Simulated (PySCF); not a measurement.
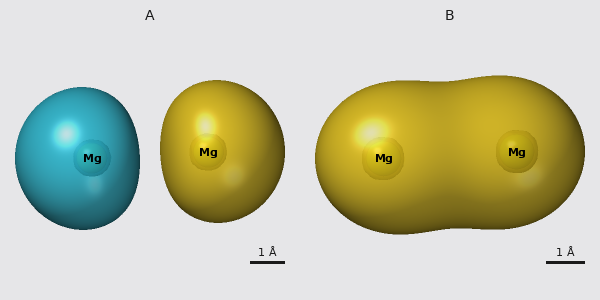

The picture shows: Mg$_{2}$. Two frontier orbitals, each drawn at the value that holds 80 % of its norm (yellow and cyan are the two phases), in no order; of a degenerate pair one member is drawn.

Level of theory: PySCF 2.14.0, PBE0/6-311G(d,p), non-relativistic, at a bond length of 3.609 Å.

Label each orbital by symmetry, say whether it is occupied, and order them by energy.

Answer. Orbital B: σg, occupied, −6.24 eV; with no node between the nuclei.
Orbital A: σu, occupied, −4.80 eV; antibonding, with a node between the atoms.
